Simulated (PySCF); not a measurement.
SMILES B(F)(F)F, singlet at its PBE0/def2-SVP optimised geometry (Å):

```
4

F      0.9832    -0.0005     0.0000
B     -0.3273    -0.0005     0.0000
F     -0.9815     1.1352     0.0000
F     -0.9832    -1.1352    -0.0008
```

Computed with PBE0/def2-TZVP in PySCF. Cells within 0.4 Å of a nucleus heavier than hydrogen are left out (blank, or x).

Map of the HOMO amplitude (bohr^(-3/2)), clipped to [-0.25, 0.25] on the plane z = 0.0 Å; orbital energy -12.22 eV, overall sign arbitrary:

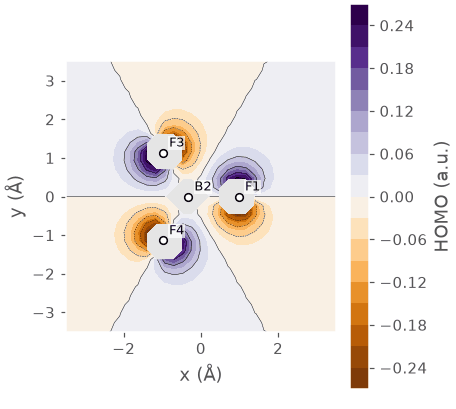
Fig. 1. HOMO amplitude (bohr^(-3/2)), clipped to [-0.25, 0.25] on the plane z = 0.0 Å.
